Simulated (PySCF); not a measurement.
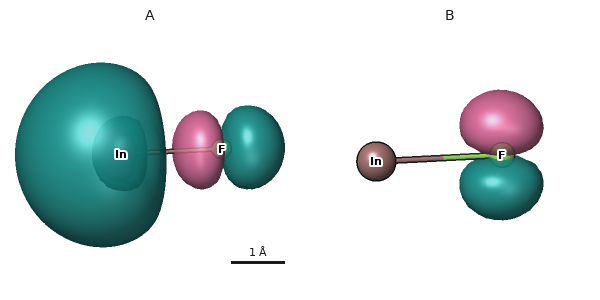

InF. Two frontier orbitals, each drawn at the value that holds 80 % of its norm (teal and pink are the two phases), in no order; of a degenerate pair one member is drawn.

Computed with PBE0/x2c-SVPall, spin-free X2C-1e, Gaussian nucleus, at a bond length of 1.991 Å (PySCF 2.14.0).

Question: Name the orbitals and rank them from lowest to highest energy.

Answer: Orbital B: π, occupied, −9.15 eV; mainly on F (90 %).
Orbital A: σ, occupied, −7.37 eV; mainly on In (75 %).
